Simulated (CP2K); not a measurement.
**CH3AlF2 (SMILES [CH3][Al]([F])[F]): B3LYP/6-31G(d) (spherical functions)**

Aim: the vertical ionisation energy of CH3AlF2 at B3LYP/6-31G* (spherical functions), from 2 runs. 

Program for the calculation: CP2K 2026.2.

2 further runs of the same task are left out: 1 that didn't finish, 1 set aside as unsound or not needed.

### 1 The molecule

The species is CH3AlF2 (7 atoms), meant as a singlet with charge 0. As SMILES, `[CH3][Al]([F])[F]`. The shape is that of a PBE0-D4/def2-TZVP optimisation.

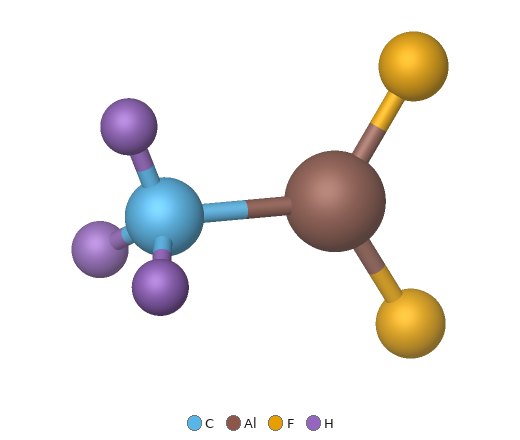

The structure, seen from a chosen angle (carbon blue, aluminium brown, fluorine amber, hydrogen purple).

### 2 The energy at B3LYP/6-31G(d) (spherical functions)

calc.inp reads:

```
&FORCE_EVAL
 METHOD QUICKSTEP
 &DFT
  BASIS_SET_FILE_NAME ./6_31gs.basis
  POTENTIAL_FILE_NAME POTENTIAL
  CHARGE 0
  MULTIPLICITY 1
  # Quickstep
  &QS
   METHOD GAPW
   EPS_DEFAULT 1.0E-10
  &END
  # plane-wave cutoff in Ry
  &MGRID
   CUTOFF 280
   REL_CUTOFF 50
   NGRIDS 4
  &END
  # no periodic images
  &POISSON
   PERIODIC NONE
   POISSON_SOLVER MULTIPOLE
  &END
  &SCF
   SCF_GUESS ATOMIC
   EPS_SCF 1.0E-07
   MAX_SCF 100
   ADDED_MOS 5
   &DIAGONALIZATION
    ALGORITHM STANDARD
   &END
   &MIXING
    METHOD DIRECT_P_MIXING
    ALPHA 0.4
   &END
  &END
  # functional
  &XC
   &XC_FUNCTIONAL
    &HYB_GGA_XC_B3LYP
    &END
   &END
   # exact exchange
   &HF
    FRACTION 0.2
    &SCREENING
     EPS_SCHWARZ 1.0E-10
     SCREEN_ON_INITIAL_P F
    &END
    &INTERACTION_POTENTIAL
     POTENTIAL_TYPE COULOMB
    &END
    &MEMORY
     MAX_MEMORY 1050
    &END
   &END
  &END
  # extra output
  &PRINT
   &MOMENTS
    PERIODIC F
    REFERENCE COM
    MAX_MOMENT 1
   &END
   &MO ON
    ENERGIES T
    OCCUPATION_NUMBERS T
    NDIGITS 6
    &EACH
     QS_SCF 0
    &END
    ADD_LAST NUMERIC
   &END
   &LOWDIN ON
   &END
   &HIRSHFELD OFF
   &END
  &END
 &END
 # atoms, cell and kinds
 &SUBSYS
  &CELL
   ABC [angstrom] 9.6 10.7 9.3
   PERIODIC NONE
  &END
  &COORD
   C     -0.253600     0.825900    -0.238700
   Al     0.293100    -0.956200     0.245500
   F      1.513200    -1.219500     1.315500
   F     -0.423400    -2.297600    -0.378600
   H     -1.075800     0.816000    -0.956100
   H     -0.573400     1.384500     0.645100
   H      0.581100     1.378900    -0.678200
  &END
  &TOPOLOGY
   &CENTER_COORDINATES
   &END
  &END
  &KIND C
   BASIS_SET 6-31Gs
   POTENTIAL ALL
   LEBEDEV_GRID 194
   RADIAL_GRID 100
  &END
  &KIND Al
   BASIS_SET 6-31Gs
   POTENTIAL ALL
   LEBEDEV_GRID 194
   RADIAL_GRID 100
  &END
  &KIND F
   BASIS_SET 6-31Gs
   POTENTIAL ALL
   LEBEDEV_GRID 194
   RADIAL_GRID 100
  &END
  &KIND H
   BASIS_SET 6-31Gs
   POTENTIAL ALL
   LEBEDEV_GRID 194
   RADIAL_GRID 100
  &END
 &END
&END

&GLOBAL
 PROJECT calc
 RUN_TYPE ENERGY
 PRINT_LEVEL MEDIUM
&END
```

Command:

```sh
$ OMP_NUM_THREADS=1 cp2k.psmp calc.inp > calc.out
```

Standard output:

```text
CP2K| version string:                                       CP2K version 2026.2
[...]
 GLOBAL| Method name                                                        CP2K
[...]
 GLOBAL| Run type                                                         ENERGY
[...]
 DFT| Spin restricted Kohn-Sham (RKS) calculation                            RKS
 DFT| Multiplicity                                                             1
[...]
 DFT| Charge                                                                   0
[...]
 FUNCTIONAL| HYB_GGA_XC_B3LYP:
[...]
 QS| Method:                                                                GAPW
[...]
 QS| Density cutoff [a.u.]:                                                140.0
[...]
 QS| Relative density cutoff [a.u.]:                                        25.0
[...]
                             - Atoms:                                          7
[...]
                             - Spherical basis functions:                     66
[...]
 Number of electrons:                                                         40
[...]
     1 P_Mix/Diag. 0.40E+00    3.4     0.71315271      -482.2670380330 -4.82E+02
[...]
    13 DIIS/Diag.  0.58E-07    1.1     0.00000001      -482.1819048543 -4.55E-13
  *** SCF run converged in    13 steps ***
[...]
  Overlap energy of the core charge distribution:               0.00000250051700
  Self energy of the core charge distribution:               -348.41321410922330
  Core Hamiltonian energy:                                   -147.86112228758876
  Hartree energy:                                              80.79878161478506
  Exchange-correlation energy:                                -12.13833881825057
  Hartree-Fock Exchange energy:                                -8.94137858672195
[...]
                     Mulliken Population Analysis
 #  Atom  Element  Kind  Atomic population                           Net charge
       1     C        1          6.711650                             -0.711650
       2     Al       2         11.924847                              1.075153
       3     F        3          9.455108                             -0.455108
       4     F        3          9.455401                             -0.455401
       5     H        4          0.815473                              0.184527
       6     H        4          0.818786                              0.181214
       7     H        4          0.818735                              0.181265
 # Total charge                             40.000000                 -0.000000
[...]
  Dipole moment [Debye]
    X= -0.6014034E+00 Y=  0.1975272E+01 Z= -0.5337993E+00  Total=      2.1326808
 ENERGY| Total FORCE_EVAL ( QS ) energy [hartree]           -482.181904854318304
[...]
```

Run time: 18 s. Hardware: 1 thread of Arm Neoverse V2, shared host; peak memory 0.55 GiB.

### 3 The doublet cation at the same level

molecule.xyz reads:

```xyz
7

C     -0.253600     0.825900    -0.238700
Al     0.293100    -0.956200     0.245500
F      1.513200    -1.219500     1.315500
F     -0.423400    -2.297600    -0.378600
H     -1.075800     0.816000    -0.956100
H     -0.573400     1.384500     0.645100
H      0.581100     1.378900    -0.678200
```

mol.inp reads:

```
&GLOBAL
  PROJECT_NAME mol
  RUN_TYPE ENERGY
  PRINT_LEVEL MEDIUM
&END
&FORCE_EVAL
  METHOD QS
  &DFT
    BASIS_SET_FILE_NAME ./6_31gs.basis
    POTENTIAL_FILE_NAME POTENTIAL
    CHARGE 1
    MULTIPLICITY 2
    LSD T
    ! Quickstep
    &QS
      METHOD GAPW
      EPS_DEFAULT 1.0E-10
    &END
    ! plane-wave cutoff in Ry
    &MGRID
      CUTOFF 280
      REL_CUTOFF 50
      NGRIDS 4
    &END
    ! isolated system
    &POISSON
      PERIODIC NONE
      POISSON_SOLVER MULTIPOLE
    &END
    &SCF
      SCF_GUESS ATOMIC
      EPS_SCF 1.0E-07
      MAX_SCF 100
      ADDED_MOS 3
      &DIAGONALIZATION
        ALGORITHM STANDARD
      &END
      &MIXING
        METHOD DIRECT_P_MIXING
        ALPHA 0.4
      &END
    &END
    &XC
      &XC_FUNCTIONAL
        &HYB_GGA_XC_B3LYP
        &END
      &END
      ! exact exchange
      &HF
        FRACTION 0.2
        &SCREENING
          EPS_SCHWARZ 1.0E-10
          SCREEN_ON_INITIAL_P F
        &END
        &INTERACTION_POTENTIAL
          POTENTIAL_TYPE COULOMB
        &END
        &MEMORY
          MAX_MEMORY 1050
        &END
      &END
    &END
    &PRINT
      &MOMENTS
        PERIODIC F
        REFERENCE COM
        MAX_MOMENT 1
      &END
      &MO ON
        ENERGIES T
        OCCUPATION_NUMBERS T
        NDIGITS 6
        &EACH
          QS_SCF 0
        &END
        ADD_LAST NUMERIC
      &END
      &LOWDIN ON
      &END
      &HIRSHFELD OFF
      &END
      &MO_MOLDEN ON
        NDIGITS 8
      &END
    &END
  &END
  ! atoms, cell and kinds
  &SUBSYS
    ! box in angstrom
    &CELL
      ABC [angstrom] 9.6 10.7 9.3
      PERIODIC NONE
    &END
    &TOPOLOGY
      COORD_FILE_NAME molecule.xyz
      COORD_FILE_FORMAT XYZ
      &CENTER_COORDINATES
      &END
    &END
    &KIND C
      BASIS_SET 6-31Gs
      POTENTIAL ALL
      LEBEDEV_GRID 194
      RADIAL_GRID 100
    &END
    &KIND Al
      BASIS_SET 6-31Gs
      POTENTIAL ALL
      LEBEDEV_GRID 194
      RADIAL_GRID 100
    &END
    &KIND F
      BASIS_SET 6-31Gs
      POTENTIAL ALL
      LEBEDEV_GRID 194
      RADIAL_GRID 100
    &END
    &KIND H
      BASIS_SET 6-31Gs
      POTENTIAL ALL
      LEBEDEV_GRID 194
      RADIAL_GRID 100
    &END
  &END
&END
```

Command:

```sh
$ OMP_NUM_THREADS=1 cp2k.psmp -i mol.inp > mol.out 2>&1
```

Standard output, shortened:

```text
CP2K| version string:                                       CP2K version 2026.2
[...]
 GLOBAL| Method name                                                        CP2K
[...]
 GLOBAL| Run type                                                         ENERGY
[...]
 DFT| Spin unrestricted (spin-polarized) Kohn-Sham calculation               UKS
 DFT| Multiplicity                                                             2
[...]
 DFT| Charge                                                                   1
[...]
 FUNCTIONAL| HYB_GGA_XC_B3LYP:
[...]
 QS| Method:                                                                GAPW
[...]
 QS| Density cutoff [a.u.]:                                                140.0
[...]
 QS| Relative density cutoff [a.u.]:                                        25.0
[...]
                             - Atoms:                                          7
[...]
                             - Spherical basis functions:                     66
[...]
 Number of electrons:                                                         20
[...]
     1 P_Mix/Diag. 0.40E+00    4.2     0.37638405      -475.2067363335 -4.75E+02
[...]
    24 DIIS/Diag.  0.89E-07    1.9     0.00000002      -481.7547236510 -1.14E-13
  *** SCF run converged in    24 steps ***
[...]
  Overlap energy of the core charge distribution:               0.00000250051700
  Self energy of the core charge distribution:               -348.41321410922330
  Core Hamiltonian energy:                                   -148.28029604560612
  Hartree energy:                                              81.38897614916431
  Exchange-correlation energy:                                -11.85396432553039
  Hartree-Fock Exchange energy:                                -8.86444236088975
[...]
  Ideal and single determinant S**2 :                    0.750000       0.754624
[...]
                     Mulliken Population Analysis
 #  Atom  Element  Kind  Atomic population (alpha,beta) Net charge  Spin moment
       1     C        1         3.601029     3.010983    -0.612012     0.590046
       2     Al       2         5.929188     5.775369     1.295443     0.153819
[...]
  Dipole moment [Debye]
    X= -0.1986014E+01 Y=  0.6489401E+01 Z= -0.1760640E+01  Total=      7.0111647
 ENERGY| Total FORCE_EVAL ( QS ) energy [hartree]           -481.754723650958283
[...]
```

It took 49 s on 1 thread of Arm Neoverse V2, shared host; peak memory 0.66 GiB.

### 4 Outcome

Level: B3LYP/6-31G* (spherical functions).

```
                                          quantity          value
                     singlet CH3AlF2: total energy  -482.18190 Eh
                    singlet CH3AlF2: dipole moment         2.13 D
                      singlet CH3AlF2: HOMO energy       -8.79 eV
                      singlet CH3AlF2: LUMO energy       -0.50 eV
                    singlet CH3AlF2: HOMO–LUMO gap        8.30 eV
                      doublet cation: total energy  -481.75472 Eh
doublet cation: HOMO energy (highest over α and β)      -16.58 eV
 doublet cation: LUMO energy (lowest over α and β)      -14.40 eV
                              doublet cation: ⟨S²⟩          0.755
vertical ionisation energy (to the doublet cation)      11.624 eV
```

The vertical ionisation energy comes to 11.62 eV (1122 kJ/mol). −ε(HOMO) before ionisation, 8.79 eV, is 2.83 eV below this ionisation energy.
